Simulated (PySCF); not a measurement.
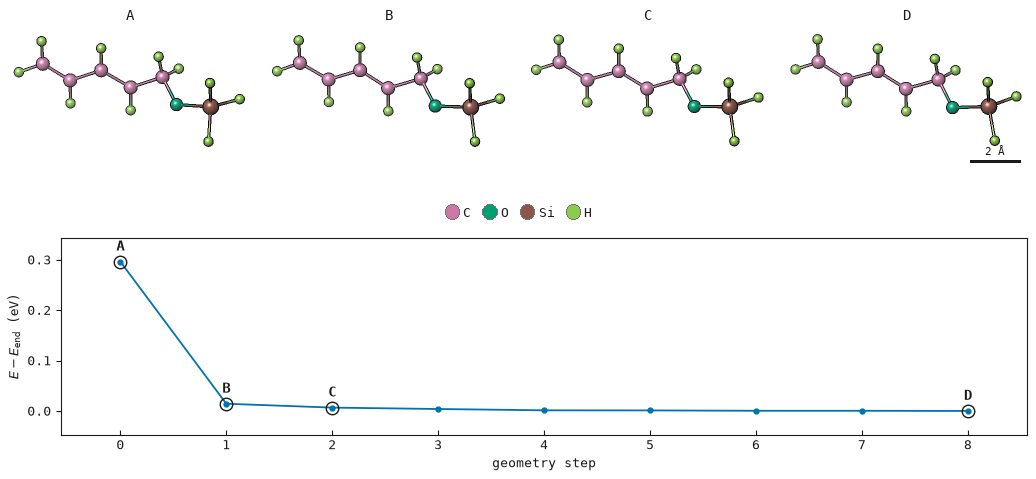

Frames of a relaxation of C₅H₁₀OSi, marked on the history of the run. Style: ball-and-stick. Shown at a tilt.

The start comes from GFN2-xTB. Its atoms were then displaced at random by about 0.01 Å.

Theory: PySCF, PBE0-D3(BJ)/def2-SVP geometry optimisation, gas phase. 

Q: Describe the path.

A: The energy falls by 0.296 eV in 8 geometry steps. The largest move after the best rigid fit is that of an H atom, 0.39 Å. By element the largest moves are H 0.39 Å, C 0.13 Å, O 0.13 Å, Si 0.05 Å. Some distances before and after: H–Si 1.453 → 1.498 Å, C–C 1.298 → 1.340 Å, C–C 1.379 → 1.342 Å, O–Si 1.628 → 1.665 Å. Among the angles between lasting bonds that change: O–Si–H 98.7° → 106.6°, C–O–Si 129.2° → 123.2°, H–Si–H 114.0° → 110.3°. From step 0 to 1: an H atom moves most (0.32 Å), energy −0.282 eV. From step 1 to 2: an H atom moves most (0.05 Å), energy −0.008 eV. From step 2 to 8: an H atom moves most (0.09 Å), energy −0.007 eV.

```json
{"step": "0", "E − E(0), eV": "0.0000"}
{"step": "1", "E − E(0), eV": "-0.2818"}
{"step": "2", "E − E(0), eV": "-0.2895"}
{"step": "3", "E − E(0), eV": "-0.2923"}
{"step": "4", "E − E(0), eV": "-0.2949"}
{"step": "5", "E − E(0), eV": "-0.2951"}
{"step": "6", "E − E(0), eV": "-0.2958"}
{"step": "7", "E − E(0), eV": "-0.2958"}
{"step": "8", "E − E(0), eV": "-0.2961"}
```
